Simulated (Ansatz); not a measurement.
Al$_{2}$H$_{4}$O$_{5}$

Input file:

```
crystal:
  periodic: [false, false, false]
  atoms:
    - {symbol: Al, position_ang: [0.377478, 1.342882, 0.713026]}
    - {symbol: O, position_ang: [1.243805, 1.563327, 2.155605]}
    - {symbol: O, position_ang: [-0.160809, 2.719429, -0.117446]}
    - {symbol: O, position_ang: [0.031693, -0.178267, 0.073830]}
    - {symbol: Al, position_ang: [-0.452737, -1.519326, -0.838079]}
    - {symbol: O, position_ang: [-1.757393, -2.499047, -0.381279]}
    - {symbol: O, position_ang: [0.350057, -2.005085, -2.248260]}
    - {symbol: H, position_ang: [1.589319, 0.854123, 2.698509]}
    - {symbol: H, position_ang: [-0.001530, 3.609926, 0.198515]}
    - {symbol: H, position_ang: [-2.300866, -2.354135, 0.392909]}
    - {symbol: H, position_ang: [1.080984, -1.533838, -2.647329]}
basis:
  gaussian: {orbitals: def2-TZVP, initial_orbitals: start.molden}
hamiltonian: {xc: pbe0, dispersion: d4}
scf: {omitted_lower_state_checks: [starts]}
output: {orbitals: {seedname: orbitals}}
```

Launched as:

```sh
ansatz run in.yaml --threads 4 --pin off --events-out ev --progress --plain --max-ram 4787MiB
```

Geometry: PBE0-D4/def2-SVP.

The calculation used RKS PBE0-D4/def2-TZVP (Ansatz 0.2.0).

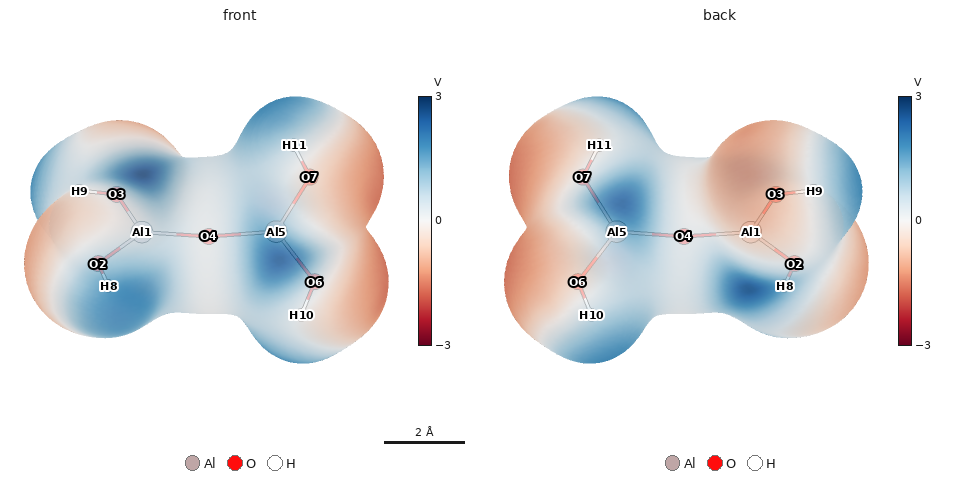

Figure 1. The molecular electrostatic potential painted on the density surface at 0.001 e/bohr³, seen from the front and from behind; red is negative and blue positive.

### Where is the surface potential most negative and most positive?

The most negative region (about −1.5 V) lies over O6 and O7, the most positive (about +2.5 V) over Al1 and Al5.

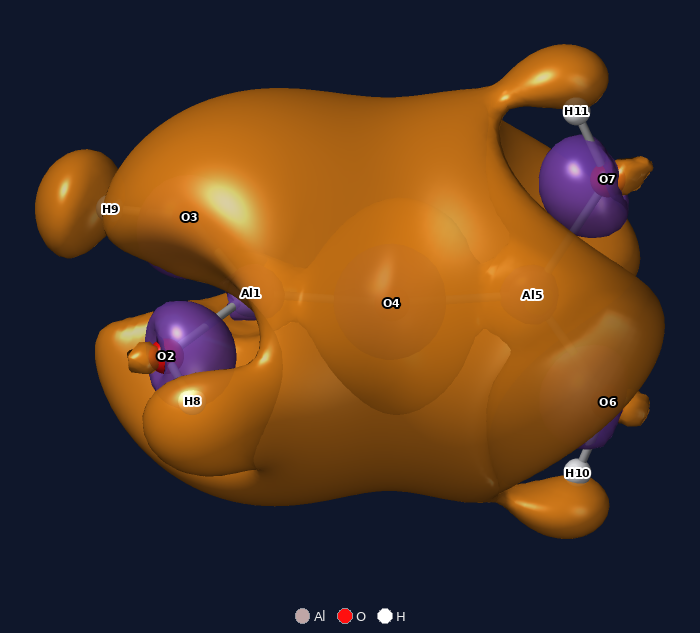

Figure 2. One frontier orbital at ±0.06 Å⁻³ᐟ² (orange and purple are the two phases), seen across its widest extent.

### Which orbital is it: HOMO or LUMO?

The LUMO, at −0.91 eV. By Hirshfeld shares it lies mainly on Al1 (about 35 %), Al5 (about 30 %) and O4 (about 5 %).

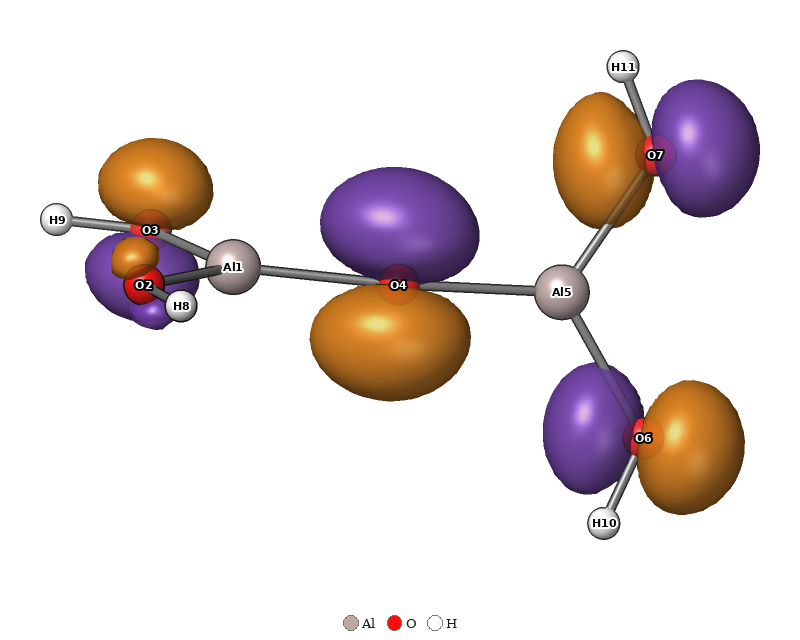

Figure 3. The HOMO−1 at ±0.15 Å⁻³ᐟ² (orange and purple are the two phases), seen at a tilt.

### What is the character of this orbital?

It lies mainly on O4 (about 35 %), O7 (about 20 %), O6 (about 20 %) and O3 (about 10 %); largely a combination of lone pairs on O4, O7, O6 and O3. Its energy is −8.93 eV.
